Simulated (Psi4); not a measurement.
**wB97X/def2-SVP (core potential) run of SnH3Cl (SMILES [Cl][SnH3])**

Aim: the energy change on altering one bond length of SnH3Cl at wB97X/def2-SVP (core potential), from 2 runs. 

Program for the calculation: Psi4 1.11.

1 further run of the same task is left out (it didn't finish).

### 1 The molecule

SnH3Cl: 5 atoms, total charge 0, spin state singlet. As SMILES, `[Cl][SnH3]`. The coordinates come from a PBE0-D4/def2-TZVP relaxation.

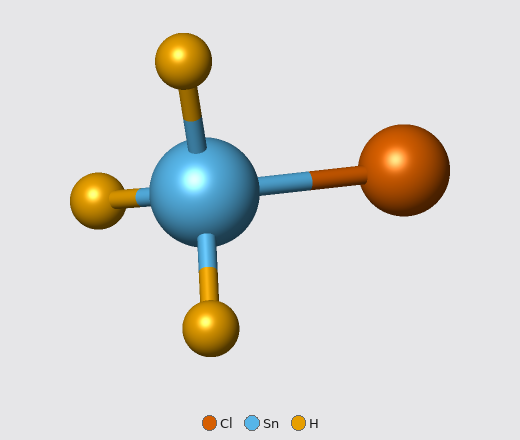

Viewed from a chosen angle; chlorine orange, tin blue, hydrogen amber.

### 2 A single-point energy at wB97X/def2-SVP (core potential)

Contents of clh3sn.py:

```python
import psi4

psi4.set_memory('1600 MB')
psi4.set_num_threads(1)
psi4.set_output_file('run.log', False)

geom = psi4.geometry("""
Cl
Sn 1 2.333742
H 2 1.700008 1 106.05414
H 2 1.700058 3 112.6596 1 115.59198
H 2 1.699993 3 112.66156 4 128.81151
symmetry c1
no_reorient
no_com
""")

psi4.set_options({
    'basis': 'def2-SVP',
    'puream': True,
    'e_convergence': 1e-09,
    'd_convergence': 1e-08,
    'scf_type': 'pk',
    'dft_radial_points': 99,
    'dft_spherical_points': 590,
})

E, wfn = psi4.energy("wb97x", return_wfn=True)
psi4.oeprop(wfn, "QUADRUPOLE", "MULLIKEN_CHARGES", "WIBERG_LOWDIN_INDICES", title="WB97X")
print('E =', round(E, 9))
```

Launch:

```sh
python clh3sn.py
```

run.log:

```text
[...]
    !!!  WARNING: ECP capability is in beta. Please check occupations closely.  !!!
[...]
  Running in c1 symmetry.
[...]
  Nuclear repulsion =  114.226510920853656
[...]
  Multiplicity = 1
[...]
  Nalpha       = 21
  Nbeta        = 21
[...]
    Number of basis functions: 59
[...]
   @RKS iter   1:  -676.17856648740508   -1.68924e+00   4.08817e-03 ADIIS/DIIS
[...]
   @RKS iter  10:  -676.20718094612278   -6.25278e-12   5.92010e-09 DIIS
[...]
    Orbital Energies [Eh]
    ---------------------
    Doubly Occupied:
       1A   -101.443823     2A     -9.516532     3A     -7.282780
       4A     -7.275615     5A     -7.275615     6A     -5.235641
       7A     -3.587736     8A     -3.582114     9A     -3.582114
      10A     -1.176896    11A     -1.171095    12A     -1.171094
      13A     -1.166335    14A     -1.166335    15A     -0.911820
      16A     -0.648945    17A     -0.459244    18A     -0.459238
      19A     -0.450361    20A     -0.397099    21A     -0.397097
[...]
  @RKS Final Energy:  -676.20718094612278
   => Energetics <=
    Nuclear Repulsion Energy =            114.2265109208536558
    One-Electron Energy =               -1241.1760392676781066
    Two-Electron Energy =                 485.3858669380985589
    DFT Exchange-Correlation Energy =     -34.6435195373967488
    Empirical Dispersion Energy =           0.0000000000000000
    VV10 Nonlocal Energy =                  0.0000000000000000
    Total Energy =                       -676.2071809461226621
[...]
 Multipole Moments:
 ------------------------------------------------------------------------------------
     Multipole            Electronic (a.u.)      Nuclear  (a.u.)        Total (a.u.)
 ------------------------------------------------------------------------------------
 L = 1.  Multiply by 2.5417464519 to convert [e a0] to [Debye]
 Dipole X            :          0.0002472           -0.0001769            0.0000703
 Dipole Y            :          0.0000279           -0.0000261            0.0000018
 Dipole Z            :         33.0212808          -31.9996091            1.0216717
 Magnitude           :                                                    1.0216717
 L = 2.  Multiply by 1.3450342976 to convert [e a0^2] to [Debye ang]
 Quadrupole XX       :        -43.5531535           14.2971850          -29.2559685
 Quadrupole XY       :          0.0001833           -0.0001275            0.0000558
[...]
  Mulliken Charges: (a.u.)
   Center  Symbol    Alpha    Beta     Spin     Total
       1    CL     8.66114  8.66114  0.00000 -0.32229
       2    SN    10.70268 10.70268  0.00000  0.59465
       3     H     0.54539  0.54539  0.00000 -0.09079
       4     H     0.54539  0.54539  0.00000 -0.09079
       5     H     0.54539  0.54539  0.00000 -0.09079
   Total alpha = 21.00000, Total beta = 21.00000, Total charge = -0.00000
  Wiberg Bond Indices using Orthogonal Lowdin Orbitals:
[...]
```

The script printed:

```text
E = -676.207180946
```

Run time: 11 s. Hardware: 1 thread of AMD EPYC 7R43 (Zen 3), shared host; peak memory 0.65 GiB.

### 3 The distorted shape: energy and forces at wB97X/def2-SVP (core potential)

Contents of clh3sn.xyz:

```xyz
5
ClH3Sn
Cl    -2.011801     0.180235     0.919661
Sn    -0.003501    -0.196665    -0.207739
H     -0.292901     0.210735    -1.832639
H      0.350299    -1.846365     0.000861
H      1.318200     0.969900     0.637400
```

Contents of job.py:

```python
import psi4

psi4.set_memory(1600000000)
psi4.set_num_threads(1)
psi4.core.set_output_file('output.dat', False)

with open('clh3sn.xyz') as f:
    atoms = ''.join(f.readlines()[2:])
molecule = psi4.geometry('0 1\n' + atoms + 'symmetry c1\nno_reorient\nno_com')

options = {'reference': 'rks', 'puream': True, 'e_convergence': 1e-09, 'd_convergence': 1e-08, 'scf_type': 'pk', 'dft_radial_points': 99, 'dft_spherical_points': 590}
psi4.set_options(options)

E, wfn = psi4.gradient("wb97x/def2-SVP", return_wfn=True)
print('gradient / Eh bohr^-1')
print(E.np.round(6))
print(f'energy = {wfn.energy():.10f} Eh')
for k, v in sorted(psi4.core.scalar_variables().items()):
    print(f'{k:45s} {v:18.10f}')
```

Launch:

```sh
python job.py
```

output.dat:

```text
[...]
    !!!  WARNING: ECP capability is in beta. Please check occupations closely.  !!!
[...]
  Running in c1 symmetry.
[...]
  Nuclear repulsion =  113.154314776165180
[...]
  Multiplicity = 1
[...]
  Nalpha       = 21
  Nbeta        = 21
[...]
    Number of basis functions: 59
[...]
   @RKS iter   1:  -676.16773447350477   -1.75095e+00   3.97787e-03 DIIS/ADIIS
[...]
   @RKS iter  10:  -676.19466432991806   -2.04636e-12   2.60150e-09 DIIS
[...]
    Orbital Energies [Eh]
    ---------------------
    Doubly Occupied:
       1A   -101.447938     2A     -9.520601     3A     -7.286891
       4A     -7.279700     5A     -7.279628     6A     -5.241354
       7A     -3.593141     8A     -3.588073     9A     -3.587532
      10A     -1.181748    11A     -1.176242    12A     -1.174942
      13A     -1.171636    14A     -1.170798    15A     -0.915250
      16A     -0.642209    17A     -0.462957    18A     -0.454962
      19A     -0.442549    20A     -0.400628    21A     -0.393654
[...]
  @RKS Final Energy:  -676.19466432991806
   => Energetics <=
    Nuclear Repulsion Energy =            113.1543147761651795
    One-Electron Energy =               -1238.9174285458200302
    Two-Electron Energy =                 484.1791410249424530
    DFT Exchange-Correlation Energy =     -34.6106915852055792
    Empirical Dispersion Energy =           0.0000000000000000
    VV10 Nonlocal Energy =                  0.0000000000000000
    Total Energy =                       -676.1946643299179414
[...]
 Multipole Moments:
 ------------------------------------------------------------------------------------
     Multipole            Electronic (a.u.)      Nuclear  (a.u.)        Total (a.u.)
 ------------------------------------------------------------------------------------
 L = 1.  Multiply by 2.5417464519 to convert [e a0] to [Debye]
 Dipole X            :         62.9138243          -62.1758465            0.7379779
 Dipole Y            :          3.3723151           -3.6440817           -0.2717666
 Dipole Z            :        -19.2146890           18.6508429           -0.5638462
 Magnitude           :                                                    0.9676730
[...]
  -Total Gradient:
     Atom            X                  Y                   Z
    ------   -----------------  -----------------  -----------------
       1        0.004478049186    -0.001120023414    -0.002827177429
       2       -0.031171127901    -0.025536869948    -0.017734230243
       3       -0.001137265161    -0.001201336330     0.000684069023
       4       -0.001615848369     0.000322950758    -0.000685291686
       5        0.029703330973     0.027107006915     0.019991550348
[...]
```

On the terminal:

```text
gradient / Eh bohr^-1
[[ 0.004478 -0.00112  -0.002827]
 [-0.031171 -0.025537 -0.017734]
 [-0.001137 -0.001201  0.000684]
 [-0.001616  0.000323 -0.000685]
 [ 0.029703  0.027107  0.019992]]
energy = -676.1946643299 Eh
CURRENT ENERGY                                   -676.1946643299
CURRENT REFERENCE ENERGY                         -676.1946643299
DD SOLVATION ENERGY                                 0.0000000000
DFT FUNCTIONAL TOTAL ENERGY                      -676.1946643299
DFT TOTAL ENERGY                                 -676.1946643299
DFT VV10 ENERGY                                     0.0000000000
DFT XC ENERGY                                     -34.6106915852
GRID ELECTRONS ALPHA                               21.0000001239
GRID ELECTRONS BETA                                21.0000001239
GRID ELECTRONS TOTAL                               42.0000002477
NUCLEAR REPULSION ENERGY                          113.1543147762
ONE-ELECTRON ENERGY                             -1238.9174285458
PCM POLARIZATION ENERGY                             0.0000000000
PE ENERGY                                           0.0000000000
SCF ITERATION ENERGY                             -676.1946643299
SCF ITERATIONS                                     10.0000000000
SCF TOTAL ENERGY                                 -676.1946643299
TWO-ELECTRON ENERGY                               484.1791410249
XC GRID RADIAL POINTS                              99.0000000000
XC GRID SPHERICAL POINTS                          590.0000000000
XC GRID TOTAL POINTS                           276876.0000000000
```

It took 15 s on 1 thread of AMD EPYC 7R43 (Zen 3), shared host; peak memory 0.65 GiB.

### 4 Results

At wB97X/def2-SVP (core potential):

| quantity | value |
| --- | --- |
| first shape: total energy | -676.20718 Eh |
| first shape: dipole moment | 2.60 D |
| first shape: HOMO energy | -10.81 eV |
| first shape: LUMO energy | 1.42 eV |
| first shape: HOMO–LUMO gap | 12.22 eV |
| distorted shape: total energy | -676.19466 Eh |
| distorted shape: dipole moment | 2.46 D |
| distorted shape: HOMO energy | -10.71 eV |
| distorted shape: LUMO energy | 1.29 eV |
| distorted shape: HOMO–LUMO gap | 12.00 eV |
| distorted shape: largest force on an atom | 2.309 eV/Å |
| energy change with the Sn2–H5 bond stretched from 1.700 to 1.955 Å | 0.341 eV |

With the Sn2–H5 bond stretched from 1.700 to 1.955 Å the energy rises by 0.34 eV (7.9 kcal/mol). The first shape isn't relaxed at this level, so the change isn't measured from a minimum. Mulliken charges (first shape) run from -0.32 on Cl1 to +0.59 on Sn2; they depend strongly on the basis.
